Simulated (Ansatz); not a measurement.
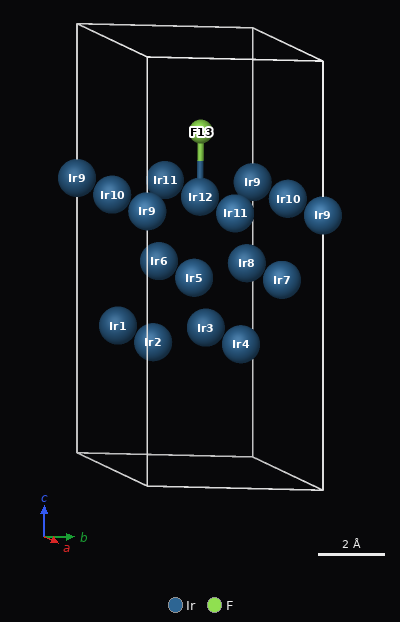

Fig. 1: The structure as given in the input (ball-and-stick view of the cell of the calculation, with the vacuum cut short, seen slightly off an axis; atoms are numbered from 1 in the order of the input). An atom can appear more than once, as a periodic image.

**Run report: Ir12F, geometry relaxation (part 1 of 2)**

System: Ir12F (slab, 13 atoms in the cell).
Method: DFT PBE, scalar-relativistic, plane waves, PAW, no spin polarisation (Ansatz 0.2.0).

The input holds or restrains some coordinates. Forces given for the steps count only the free coordinates. It belongs to a series of runs on one base structure; here: end point A relaxed. Figures and captions count atoms from 1; the log counts them from 0 in places.

Output
```
Engine: ansatz 0.2.0, aarch64-unknown-linux-gnu
Pseudopotentials: kind: paw
Pseudopotential: Ir, paw, valence charge 17, recommended cutoff 420 eV (normal), Ir.paw.azcp
Pseudopotential: F, paw, valence charge 7, recommended cutoff 420 eV (normal), F.paw.azcp
Functional definition: PBE
  parameter kappa = 0.804
  parameter beta = 0.06672455060314922
  exchange = pbe_x(kappa = kappa, mu = beta*pi^2/3)
  correlation = pbe_c(beta = beta)
Crystal: 13 atoms, lattice volume = 419.728 Å³
Basis set: ecut = 420 eV, 8161 PW (Γ), exchange–correlation on 80×80×240 points (8 copies of the dense FFT grid, shifted against one another)
Bands: 127, of which v1, the nominal top of the filled ones, is band 106 counted from 1 (105 counted from 0)
Symmetry: 1 space group operations
Space group: P1 (ITA 1), of the structure as read, at distance tolerance 7.5e-5 Å
k-points: 10 of 16 (time reversal used)
Non-local potential: Ir, projectors of the file, l = 0: 3, l = 1: 2, l = 2: 2, l = 3: 1
Non-local potential: F, projectors of the file, l = 0: 2, l = 1: 2, l = 2: 1
PAW form: soft (Blöchl's): semilocal exchange-correlation on the pseudo side does not see the compensation charge
PAW one-centre angular grid: Ir, 590 points (default); XC on 64 Gauss nodes
PAW one-centre angular grid: F, 110 points (default); XC on 64 Gauss nodes
Initial density: superposition of atomic densities (neutral atoms: chi_scale 0, normalization atom), corrected by the library's trained network
Initial wavefunctions: pseudopotential atomic-orbital guess
Functional: x = pbe(κ = 0.804, μ = 0.2195149727645171), c = pbe(β = 0.06672455060314922)
SCF iter   1: F=—  HF=-144024.605856 eV  |F-HF|=—  |Δ(HF+E_count)|=         —  Δρ=1.97e-2  dr2=1.84e1  ethr=1.77e-3  ⟨swp⟩=7.4  Hψ=5373  notcnv=0  defer=25
preconditioner: auto → LDOS  [metal: Δε(μ)=0.017 eV  Ē_g=6.432 eV  σ=0.100 eV  W_gap=0.10  n_scr=96 (ndim 8)  ℏωp=19.4 eV  f_vac=0.494  D(μ)=20.64/eV (n_scr^D=188)  β→1.0]
SCF iter   2: F=—  HF=-144024.276785 eV  |F-HF|=—  |Δ(HF+E_count)|=   3.29e-1  Δρ=5.28e-3  dr2=5.03e-1  ethr=1.77e-3  ⟨swp⟩=1.1  Hψ=1471  notcnv=0  defer=45
SCF iter   3: F=—  HF=-144024.279459 eV  |F-HF|=—  |Δ(HF+E_count)|=   2.67e-3  Δρ=2.66e-3  dr2=7.28e-2  ethr=2.38e-4  ⟨swp⟩=2.0  Hψ=1691  notcnv=0  defer=75
SCF iter   4: F=—  HF=-144024.267488 eV  |F-HF|=—  |Δ(HF+E_count)|=   1.20e-2  Δρ=1.08e-3  dr2=1.19e-2  ethr=3.45e-5  ⟨swp⟩=2.4  Hψ=1907  notcnv=0  defer=75
SCF iter   5: F=—  HF=-144024.266806 eV  |F-HF|=—  |Δ(HF+E_count)|=   6.82e-4  Δρ=4.35e-4  dr2=2.95e-3  ethr=5.64e-6  ⟨swp⟩=2.8  Hψ=2130  notcnv=0  defer=72
SCF iter   6: F=—  HF=-144024.266657 eV  |F-HF|=—  |Δ(HF+E_count)|=   1.49e-4  Δρ=2.13e-4  dr2=8.56e-4  ethr=1.40e-6  ⟨swp⟩=2.1  Hψ=1602  notcnv=0  defer=69
SCF iter   7: F=—  HF=-144024.266624 eV  |F-HF|=—  |Δ(HF+E_count)|=   3.28e-5  Δρ=8.65e-5  dr2=8.14e-5  ethr=4.06e-7  ⟨swp⟩=1.9  Hψ=1524  notcnv=0  defer=64
SCF iter   8: F=-144024.266623 eV  HF=-144024.266630 eV  |F-HF|=7.46e-6  |Δ(HF+E_count)|=   5.51e-6  Δρ=3.37e-5  dr2=1.09e-5  ethr=1.07e-8  ⟨swp⟩=13.1  Hψ=11597  notcnv=0
SCF 1 converged in 8 iterations: F = -144024.266623 eV  dr2 = 1.09e-5
  Residual-converged pass: ⟨swp⟩=1.0  Hψ=1310  notcnv=0  max |occ|·‖R‖ = 7.0e-9 eV (tolerance 1.0e-8 eV)  dr2=1.09e-5  dr2_onsite=1.68e-7  max |Δocc| = 1.3e-10
  greatest PAW one-centre occupation: 1.000 electrons in one spin orbital (limit 2), on the Ir atom at site 11 (counted from 0), in its partial waves of l = 0
relax step   1: F+E_penalty+E_count = -144024.26662251 eV  Δ(F+E_penalty+E_count) = +0.000e0 eV  max|allowed force component| = 1.053e0 eV/Å  Δτ_max = 0.0000 Å  (8 SCF iters, dr2 threshold 2.25e-5 eV, accepted)
Initial density: handed on by an earlier stage of this run
Initial wavefunctions: those handed on with the density
iter 1 solved again at ethr=1.13e-3 eV; its pass at ethr=3.10e-3 eV (dr2=2.38e0 eV) is discarded
SCF iter   1: F=—  HF=-144024.322085 eV  |F-HF|=—  |Δ(HF+E_count)|=         —  Δρ=1.57e-2  dr2=2.38e0  ethr=1.13e-3  ⟨swp⟩=1.8  Hψ=4711  notcnv=0  defer=93
preconditioner: auto → LDOS  [metal: Δε(μ)=0.084 eV  Ē_g=6.628 eV  σ=0.100 eV  W_gap=0.45  n_scr=96 (ndim 8)  ℏωp=19.4 eV  f_vac=0.508  D(μ)=16.32/eV (n_scr^D=120)  β→1.0]
SCF iter   2: F=—  HF=-144024.251501 eV  |F-HF|=—  |Δ(HF+E_count)|=   7.06e-2  Δρ=5.49e-3  dr2=1.20e-1  ethr=1.13e-3  ⟨swp⟩=2.3  Hψ=1719  notcnv=0  defer=93
SCF iter   3: F=—  HF=-144024.240565 eV  |F-HF|=—  |Δ(HF+E_count)|=   1.09e-2  Δρ=3.26e-3  dr2=1.16e-1  ethr=5.69e-5  ⟨swp⟩=2.9  Hψ=2527  notcnv=0  defer=93
SCF iter   4: F=—  HF=-144024.219324 eV  |F-HF|=—  |Δ(HF+E_count)|=   2.12e-2  Δρ=9.75e-4  dr2=1.36e-2  ethr=5.49e-5  ⟨swp⟩=2.1  Hψ=2086  notcnv=0  defer=98
SCF iter   5: F=—  HF=-144024.218868 eV  |F-HF|=—  |Δ(HF+E_count)|=   4.55e-4  Δρ=4.09e-4  dr2=2.36e-3  ethr=6.44e-6  ⟨swp⟩=1.9  Hψ=1732  notcnv=0  defer=98
SCF iter   6: F=—  HF=-144024.218808 eV  |F-HF|=—  |Δ(HF+E_count)|=   6.00e-5  Δρ=1.91e-4  dr2=6.38e-4  ethr=1.12e-6  ⟨swp⟩=1.5  Hψ=1257  notcnv=0  defer=98
SCF iter   7: F=-144024.218781 eV  HF=-144024.218803 eV  |F-HF|=2.18e-5  |Δ(HF+E_count)|=   4.92e-6  Δρ=4.54e-5  dr2=2.97e-5  ethr=3.28e-8  ⟨swp⟩=13.0  Hψ=12849  notcnv=0
SCF 2 converged in 7 iterations: F = -144024.218781 eV  dr2 = 2.97e-5
  greatest PAW one-centre occupation: 1.000 electrons in one spin orbital (limit 2), on the Ir atom at site 6 (counted from 0), in its partial waves of l = 0
relax step   2: F+E_penalty+E_count = -144024.21878124 eV  Δ(F+E_penalty+E_count) = +4.784e-2 eV  max|allowed force component| = 1.045e0 eV/Å  Δτ_max = 0.1948 Å  (7 SCF iters, dr2 threshold 6.93e-5 eV, rejected (line search))
iter 1 solved again at ethr=2.64e-4 eV; its pass at ethr=3.10e-3 eV (dr2=5.57e-1 eV) is discarded
SCF iter   1: F=—  HF=-144024.402815 eV  |F-HF|=—  |Δ(HF+E_count)|=         —  Δρ=8.08e-3  dr2=6.00e-1  ethr=2.64e-4  ⟨swp⟩=2.0  Hψ=4560  notcnv=0  defer=96
preconditioner: auto → LDOS  [metal: Δε(μ)=0.007 eV  Ē_g=6.504 eV  σ=0.100 eV  W_gap=0.04  n_scr=96 (ndim 8)  ℏωp=19.4 eV  f_vac=0.499  D(μ)=19.90/eV (n_scr^D=188)  β→1.0]
SCF iter   2: F=—  HF=-144024.370786 eV  |F-HF|=—  |Δ(HF+E_count)|=   3.20e-2  Δρ=2.43e-3  dr2=5.00e-2  ethr=2.64e-4  ⟨swp⟩=1.4  Hψ=1223  notcnv=0  defer=96
SCF iter   3: F=—  HF=-144024.370353 eV  |F-HF|=—  |Δ(HF+E_count)|=   4.34e-4  Δρ=1.21e-3  dr2=1.21e-2  ethr=2.37e-5  ⟨swp⟩=2.2  Hψ=1832  notcnv=0  defer=96
SCF iter   4: F=—  HF=-144024.369438 eV  |F-HF|=—  |Δ(HF+E_count)|=   9.14e-4  Δρ=5.64e-4  dr2=2.81e-3  ethr=5.75e-6  ⟨swp⟩=2.0  Hψ=1742  notcnv=0  defer=96
SCF iter   5: F=—  HF=-144024.369110 eV  |F-HF|=—  |Δ(HF+E_count)|=   3.28e-4  Δρ=2.67e-4  dr2=1.18e-3  ethr=1.33e-6  ⟨swp⟩=2.9  Hψ=2198  notcnv=0  defer=96
SCF iter   6: F=—  HF=-144024.369002 eV  |F-HF|=—  |Δ(HF+E_count)|=   1.08e-4  Δρ=1.63e-4  dr2=5.48e-4  ethr=5.57e-7  ⟨swp⟩=1.3  Hψ=1171  notcnv=0  defer=96
SCF iter   7: F=—  HF=-144024.368989 eV  |F-HF|=—  |Δ(HF+E_count)|=   1.34e-5  Δρ=6.70e-5  dr2=4.51e-5  ethr=2.60e-7  ⟨swp⟩=2.0  Hψ=1742  notcnv=0  defer=96
SCF iter   8: F=—  HF=-144024.369452 eV  |F-HF|=—  |Δ(HF+E_count)|=   4.63e-4  Δρ=1.99e-5  dr2=1.97e-6  ethr=2.14e-8  ⟨swp⟩=2.6  Hψ=1827  notcnv=0  defer=96
SCF iter   9: F=—  HF=-144024.369452 eV  |F-HF|=—  |Δ(HF+E_count)|=   2.86e-7  Δρ=4.94e-6  dr2=2.28e-7  ethr=9.33e-10  ⟨swp⟩=3.5  Hψ=2544  notcnv=0  defer=96
SCF iter  10: F=-144024.369452 eV  HF=-144024.369452 eV  |F-HF|=5.92e-8  |Δ(HF+E_count)|=   1.43e-8  Δρ=2.24e-6  dr2=6.98e-8  ethr=4.74e-11  ⟨swp⟩=11.2  Hψ=9901  notcnv=0
SCF 3 converged in 10 iterations: F = -144024.369452 eV  dr2 = 6.98e-8
relax step   3: F+E_penalty+E_count = -144024.36945186 eV  Δ(F+E_penalty+E_count) = -1.028e-1 eV  max|allowed force component| = 1.853e-1 eV/Å  Δτ_max = 0.0956 Å  (10 SCF iters, accepted)
SCF iter   1: F=—  HF=-144024.373792 eV  |F-HF|=—  |Δ(HF+E_count)|=         —  Δρ=2.56e-3  dr2=1.97e-2  ethr=1.15e-4  ⟨swp⟩=2.8  Hψ=2450  notcnv=0  defer=96
preconditioner: auto → LDOS  [metal: Δε(μ)=0.002 eV  Ē_g=6.478 eV  σ=0.100 eV  W_gap=0.01  n_scr=96 (ndim 8)  ℏωp=19.4 eV  f_vac=0.499  D(μ)=20.16/eV (n_scr^D=188)  β→1.0]
SCF iter   2: F=—  HF=-144024.372976 eV  |F-HF|=—  |Δ(HF+E_count)|=   8.16e-4  Δρ=7.21e-4  dr2=2.76e-3  ethr=9.33e-6  ⟨swp⟩=2.2  Hψ=2036  notcnv=0  defer=96
SCF iter   3: F=—  HF=-144024.372786 eV  |F-HF|=—  |Δ(HF+E_count)|=   1.91e-4  Δρ=3.58e-4  dr2=1.47e-3  ethr=1.31e-6  ⟨swp⟩=3.1  Hψ=2298  notcnv=0  defer=96
SCF iter   4: F=—  HF=-144024.373068 eV  |F-HF|=—  |Δ(HF+E_count)|=   2.83e-4  Δρ=9.58e-5  dr2=1.82e-4  ethr=6.97e-7  ⟨swp⟩=2.0  Hψ=1752  notcnv=0  defer=96
SCF iter   5: F=—  HF=-144024.373055 eV  |F-HF|=—  |Δ(HF+E_count)|=   1.36e-5  Δρ=5.05e-5  dr2=1.77e-5  ethr=8.64e-8  ⟨swp⟩=2.0  Hψ=1749  notcnv=0  defer=96
SCF iter   6: F=—  HF=-144024.373057 eV  |F-HF|=—  |Δ(HF+E_count)|=   2.36e-6  Δρ=1.95e-5  dr2=6.75e-6  ethr=8.38e-9  ⟨swp⟩=2.0  Hψ=1716  notcnv=0  defer=96
SCF iter   7: F=-144024.373057 eV  HF=-144024.373057 eV  |F-HF|=8.90e-7  |Δ(HF+E_count)|=   3.09e-7  Δρ=8.83e-6  dr2=1.04e-6  ethr=1.02e-9  ⟨swp⟩=10.9  Hψ=10956  notcnv=0
SCF 4 converged in 7 iterations: F = -144024.373057 eV  dr2 = 1.04e-6
relax step   4: F+E_penalty+E_count = -144024.37305661 eV  Δ(F+E_penalty+E_count) = -3.605e-3 eV  max|allowed force component| = 6.173e-2 eV/Å  Δτ_max = 0.0339 Å  (7 SCF iters, dr2 threshold 2.15e-6 eV, accepted)
SCF iter   1: F=—  HF=-144024.372847 eV  |F-HF|=—  |Δ(HF+E_count)|=         —  Δρ=7.55e-4  dr2=1.48e-3  ethr=1.46e-5  ⟨swp⟩=2.1  Hψ=2182  notcnv=0  defer=98
preconditioner: auto → LDOS  [metal: Δε(μ)=0.006 eV  Ē_g=6.477 eV  σ=0.100 eV  W_gap=0.04  n_scr=96 (ndim 8)  ℏωp=19.4 eV  f_vac=0.499  D(μ)=20.08/eV (n_scr^D=188)  β→1.0]
SCF iter   2: F=—  HF=-144024.372789 eV  |F-HF|=—  |Δ(HF+E_count)|=   5.77e-5  Δρ=1.69e-4  dr2=3.46e-4  ethr=7.01e-7  ⟨swp⟩=2.0  Hψ=2054  notcnv=0  defer=98
SCF iter   3: F=—  HF=-144024.372772 eV  |F-HF|=—  |Δ(HF+E_count)|=   1.65e-5  Δρ=1.31e-4  dr2=1.98e-4  ethr=1.64e-7  ⟨swp⟩=2.3  Hψ=2063  notcnv=0  defer=98
SCF iter   4: F=—  HF=-144024.372716 eV  |F-HF|=—  |Δ(HF+E_count)|=   5.69e-5  Δρ=3.96e-5  dr2=1.60e-5  ethr=9.38e-8  ⟨swp⟩=3.2  Hψ=2117  notcnv=0  defer=98
SCF iter   5: F=—  HF=-144024.373340 eV  |F-HF|=—  |Δ(HF+E_count)|=   6.25e-4  Δρ=1.47e-5  dr2=2.49e-6  ethr=7.58e-9  ⟨swp⟩=2.1  Hψ=2045  notcnv=0  defer=98
SCF iter   6: F=—  HF=-144024.373340 eV  |F-HF|=—  |Δ(HF+E_count)|=   2.92e-8  Δρ=6.19e-6  dr2=5.33e-7  ethr=1.18e-9  ⟨swp⟩=2.3  Hψ=1892  notcnv=0  defer=98
SCF iter   7: F=—  HF=-144024.373340 eV  |F-HF|=—  |Δ(HF+E_count)|=   3.87e-9  Δρ=2.65e-6  dr2=1.11e-7  ethr=2.53e-10  ⟨swp⟩=2.0  Hψ=1711  notcnv=0  defer=98
SCF iter   8: F=-144024.373340 eV  HF=-144024.373340 eV  |F-HF|=1.27e-8  |Δ(HF+E_count)|=  9.31e-10  Δρ=1.23e-6  dr2=1.58e-8  ethr=4.74e-11  ⟨swp⟩=10.0  Hψ=8904  notcnv=0
SCF 5 converged in 8 iterations: F = -144024.373340 eV  dr2 = 1.58e-8
relax step   5: F+E_penalty+E_count = -144024.37334047 eV  Δ(F+E_penalty+E_count) = -2.839e-4 eV  max|allowed force component| = 1.177e-2 eV/Å  Δτ_max = 0.0131 Å  (8 SCF iters, accepted)
```

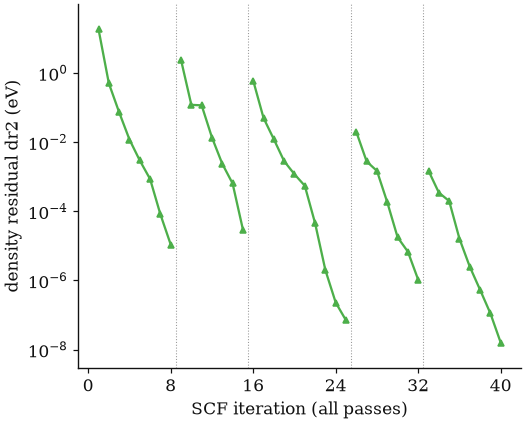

Fig. 2: Convergence of the self-consistent field: density residual dr2 against the SCF iteration. The dotted lines part the SCF passes of the relaxation: geometry steps, rejected trials and re-solves on a re-selected basis. The 5 passes take 7 to 10 iterations each, 40 in all.

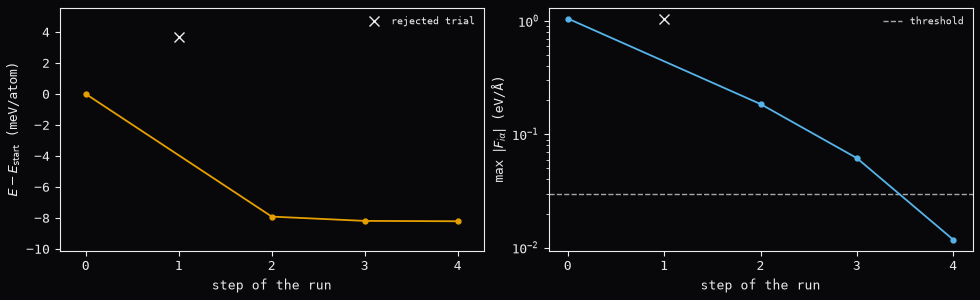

Fig. 3: Progress of the restrained relaxation, step by step (the first geometry is step 0 here and step 1 in the log).

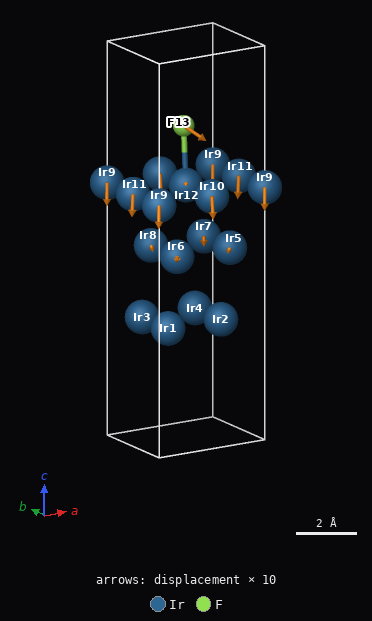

Fig. 4: The starting structure with the displacements as orange arrows, magnified 10 times (ball-and-stick view of the cell of the calculation, with the vacuum cut short, seen slightly off an axis). The atom that moves furthest is F13 (0.094 Å). By element the largest moves are F 0.094 Å, Ir 0.081 Å. The lattice vectors keep their values. Distances before and after: Ir12–F13 2.032 → 1.964 Å. After 4 geometry steps the energy has fallen by 8.2 meV per atom. The largest force component goes from 1.1 to 0.012 eV/Å. The line search rejected the trial step at point 1 (counted from 0) and went back. (Atoms are counted from 1 in the order of the input.)

```
NSCF: frozen V_eff on 10 k-points
the band table was solved once a step of the walk had ended and its energy, with any forces and stress, was formed, with the checks that follow a solve (6468 applications of the Hamiltonian). They found nothing against the state; the energy, forces and stress were not computed again (output.eigenvalues in the input reference)
WARN: The output density's exchange-correlation potential varies sharply where the density is thin. Do not read a vacuum level from v_tot or v_xc, or from such a field of the output density. On a cell that repeats whose density bears no net charge and no dipole along the vacuum's axis use v_es (v_loc + v_h of the components); under efield.dipole_correction with no amplitude use v_es + v_field, which holds any external_charges[].barrier, or the levels of the report's work_function block, which leave it out; under a non-zero efield.amplitude the vacuum is tilted and has no level; on a cell that repeats and bears such a dipole with no correction it is tilted too, and efield.dipole_correction with no amplitude gives each side of its ramp a level where efield: is served; in a cell that repeats whose density bears a net charge (total_charge, or a fill off its count) it is curved and has none; of a slab under crystal.periodic whose density bears no net charge use v_es, which has a level on each side, short of where the two are joined; of another it falls or rises all the way out and has none; of a slab beside external_charges read slab_vacuum_level instead, which it has where they leave it neutral. The grid or the basis barely resolves most such structure, and the values can differ between equally converged runs; as a rule a tighter scf.convergence.dr2_threshold does not remove it. Where the density itself ripples (under the LDA too) a higher basis.ecutwfc lessens it. The files hold the spikes' plane waves up to the density's cutoff. Files: v_tot_of_output_density and the like, and their columns of v_z.tsv (output.write_potential); v_xc_of_output_density and the like, and their columns of v_comp_z.tsv (output.write_potential_components). Measured: with its Gaussian average of σ = 0.25 Å subtracted twice, the exchange-correlation potential is over 0.1 eV at 342 of the grid points where the equally averaged density (valence and model cores) is under 1e-3 e/Å³, and 0.305 eV at the most among them, at an averaged density of 8.1e-7 e/Å³. The input density's (outcome.potential() and, of a run that writes arrays, v_tot and v_xc) is over 0.1 eV, so measured, at 52 points of its own thin density, 0.203 eV at the most. See output.write_potential in the manual, Limitations
SCF converged after 8 iterations
Free energy (F): -144024.373340 eV
Harris-Foulkes:  -144024.373340 eV  (|F-HF|=1.27e-8)
Internal energy: -144024.272950 eV  (E = F + TS)
E sigma→0 (E₀):  -144024.323145 eV
Entropy (-TS):   -0.100391 eV (-7.722 meV/atom)
Fermi energy:    7.107659 eV
--- Per-component energies (eV) ---
  E_band       = -4756.847079
  E_kinetic    = 7661.248009
  E_local      = -164636.081892  (includes V_loc(G=0)·N_el)
  E_nonlocal   = 949.827440
  E_hartree    = 78901.106565
  E_xc         = -3282.680797
  E_vxc        = -3685.818897  (∫ρ·V_xc dr)
  E_paw        = -110880.958841  (= ΣΔE_a)
  E_vpaw       = -2848.257041  (= ΣTr[D̂ρ^β])
  E_aug_tail   = 0.002731  (compensation charges beyond the density's cutoff)
  E_ewald      = 47263.263835
  E_smearing   = -0.100391  (= −TS)
  E_closure    = -0.000000  (closes the sum)
  Σ components = -144024.373340   (vs F -144024.373340, Δ=0.00e0)
--- Forces (eV/Å), atoms counted from 1 ---
  atom   1  Ir    -0.00019359     0.00018469    -0.20354022
  atom   2  Ir     0.00127724     0.20745152     0.06997088
  atom   3  Ir     0.17930557    -0.10399557     0.06886599
  atom   4  Ir    -0.17878915    -0.10517183     0.06968862
  atom   5  Ir     0.00012929    -0.00042221    -0.00580334
  atom   6  Ir    -0.00242712    -0.00278834     0.00453439
  atom   7  Ir    -0.00107542     0.00104955     0.01144863
  atom   8  Ir     0.00091219     0.00443647     0.00776843
  atom   9  Ir     0.00120319     0.00279025    -0.00549423
  atom  10  Ir     0.00236421    -0.00077191    -0.01177197
  atom  11  Ir    -0.00133120    -0.00397127    -0.00354520
  atom  12  Ir    -0.00259224     0.00234914    -0.00370941
  atom  13  F      0.00121374    -0.00113739     0.00151614
  max |Σ_I F_I| component: 7.13e-5 eV/Å
--- Band table (eV; the first three rows and the last of 10) ---
```
